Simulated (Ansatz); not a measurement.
Hypothetical rutile HfS2: carrier doping

Start from HfS2 in the rutile structure (space group P4_2/mnm, No. 136; a = 6.0239 Å, c = 3.6521 Å; a hypothetical phase, not in the database extracts checked).

Carriers are added at fixed cell with a uniform background; the Fermi–Dirac width is that of 300 K.

Level of theory: PBEsol in Ansatz (plane waves to 420 eV, PAW, scalar-relativistic without spin-orbit coupling), earlier PAW set.

Notes on the quantities. Fermi level from band edge: Fermi level relative to the doped band's edge (positive inside the band; to 0.05 eV).

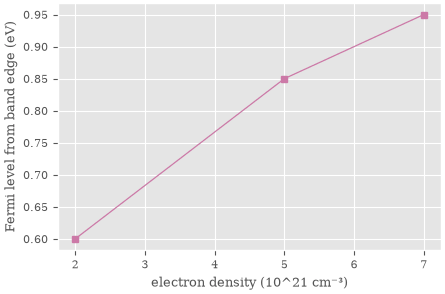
Fig. 1. Fermi level from band edge against electron density

```
electron density (10^21 cm⁻³)  Fermi level from band edge
-----------------------------  --------------------------
2                                                +0.60 eV
5                                                +0.85 eV
7                                                +0.95 eV
```

Charged cell with a jellium background: band edges are those of the host's band count, energies are not comparable with the neutral cell, and many-body gap narrowing is missing. No phonon test of stability was made.

Ansatz is a program for electronic structure.
